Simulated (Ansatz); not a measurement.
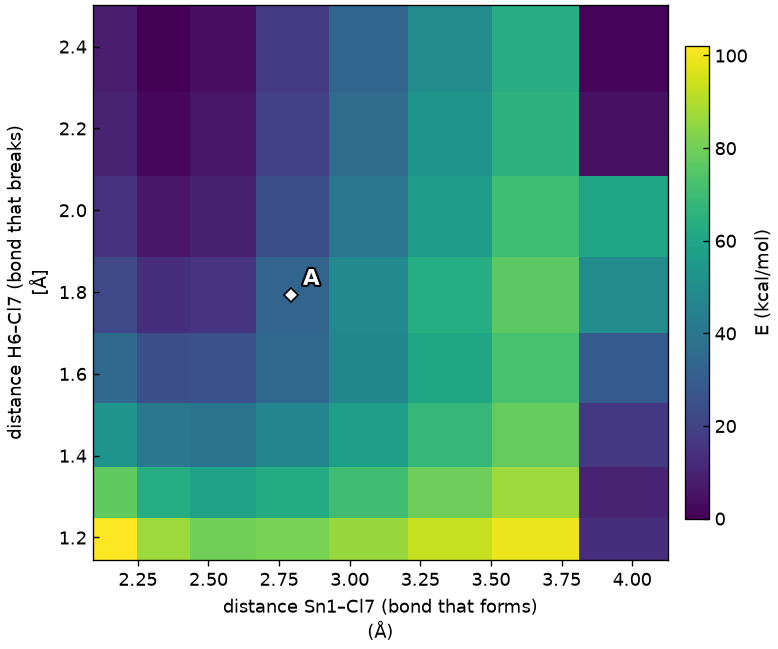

The reacting system ClH₇SiSn (fragments H₆SiSn + ClH where the first distance is long, ClH₃Sn + H₄Si where the second is long). First axis: distance Sn1–Cl7 (bond that forms). Second axis: distance H6–Cl7 (bond that breaks). Relaxed at each point: all other coordinates. Grid: 8 × 8 points. Points are written as (first, second). Energies: kcal/mol, counted from the lowest grid point. Energies and slopes of some neighbouring points disagree (a jump in structure or state, or too coarse a mesh). The reference is spin-restricted, so regions where a bond is pulled apart into radicals lie too high. The calculation used RKS PBE0-D4/def2-SVP in Ansatz.

The picture shows one coloured cell a grid point, the point A.

### Is A at rest? If not, where is it pushed?

A, at (2.793 Å, 1.793 Å), is not a stationary point. The computed force is 55 kcal/mol for each Å towards smaller values of the first coordinate and 54 kcal/mol for each Å towards larger values of the second coordinate.
